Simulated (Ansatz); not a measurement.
CH₄OSi₂ (SMILES OC#[Si][SiH3])

Input

```
crystal:
  periodic: [false, false, false]
  atoms:
    - { symbol: O, position_ang: [3.14777, 0.4368, 0.32875] }
    - { symbol: C, position_ang: [1.81716, 0.46328, 0.60452] }
    - { symbol: Si, position_ang: [0.84272, 0.9245, 1.94119] }
    - { symbol: Si, position_ang: [-1.13951, 1.54318, 2.85794] }
    - { symbol: H, position_ang: [3.53288, 1.28869, 0.56951] }
    - { symbol: H, position_ang: [-2.14141, 0.48506, 2.66331] }
    - { symbol: H, position_ang: [-0.90734, 1.70337, 4.30536] }
    - { symbol: H, position_ang: [-1.72144, 2.79703, 2.35758] }
basis:
  gaussian: { orbitals: def2-SVP }
hamiltonian:
  xc: pbe
  dispersion: d4
relax:
  f_tol: 0.015
  max_steps: 40
output:
  orbitals: {}
```

Command:

```sh
ansatz run input.yaml --threads 1 --pin off --max-ram 2048MiB --backend cpu --events-out ev --progress --plain --runs-dir out
```

The fields are those of the relaxed geometry.

Theory: RKS PBE-D4/def2-SVP (Ansatz).

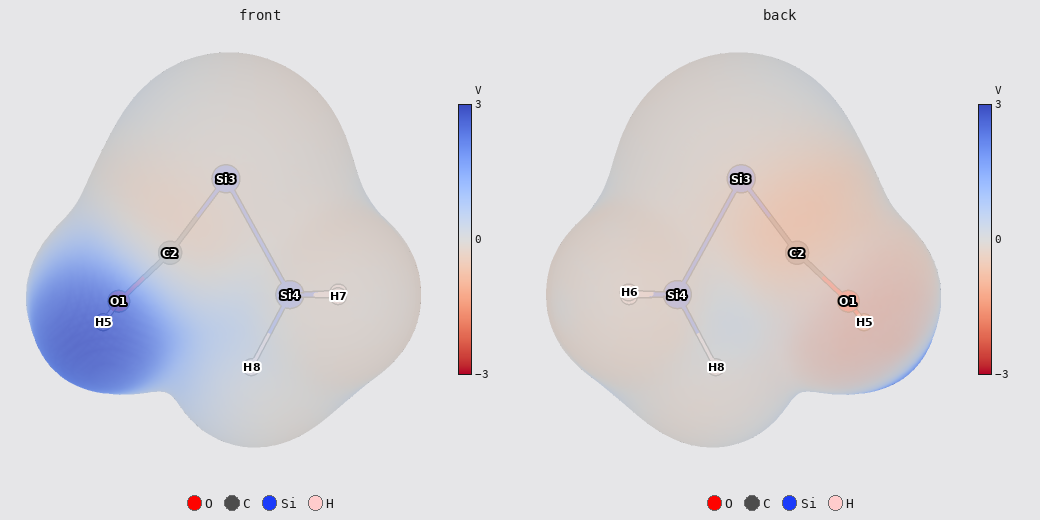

Figure 1. The molecular electrostatic potential painted on the density surface at 0.001 e/bohr³, seen from the front and from behind; red is negative and blue positive.

> Which sites attract a positive test charge, and which a negative one?

A positive charge is drawn to the negative regions and a negative charge to the positive ones. The most negative region (about −0.6 V, or −14 kcal/mol for a unit charge) lies over O1, C2 and Si3, the most positive (about +2.6 V, or +60 kcal/mol for a unit charge) over H5.

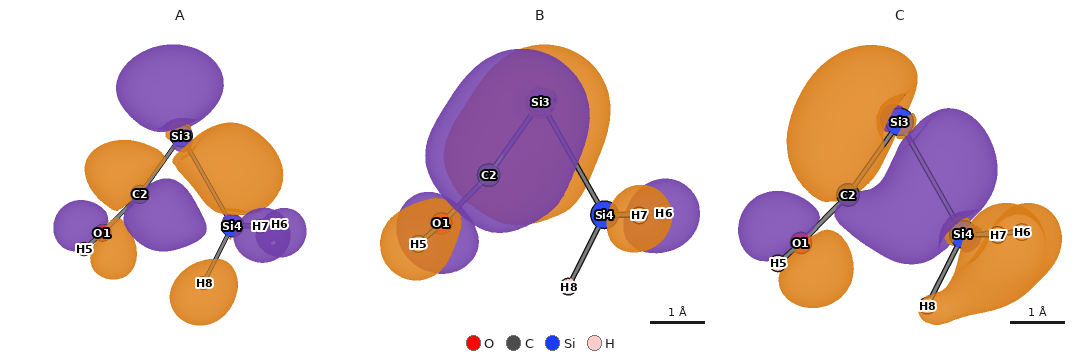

Figure 2. Three frontier orbitals at ±0.08 Å⁻³ᐟ² (orange and purple are the two phases), in no order.

> Which picture is the HOMO−1, the HOMO and the LUMO?

C is the HOMO−1 (−6.61 eV). By Hirshfeld shares it lies mainly on Si3 (about 30 %), Si4 (about 25 %), C2 (about 20 %) and O1 (about 15 %). B is the HOMO (−5.42 eV). By Hirshfeld shares it lies mainly on C2 (about 40 %), Si3 (about 35 %) and O1 (about 10 %); π-bonding across C2–Si3. A is the LUMO (−2.21 eV). Its weight (Hirshfeld) is mainly on Si3 (about 35 %), C2 (about 30 %), Si4 (about 15 %) and O1 (about 10 %).

> What is the HOMO–LUMO gap?

3.21 eV between the orbital energies.

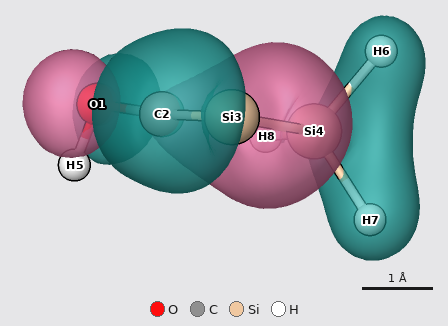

Figure 3. The HOMO−1 at ±0.1 Å⁻³ᐟ² (teal and pink are the two phases), seen from one side.

> Where does this orbital lie, and at what energy?

It lies mainly on Si3 (about 30 %), Si4 (about 25 %), C2 (about 20 %) and O1 (about 15 %). Its energy is −6.61 eV.
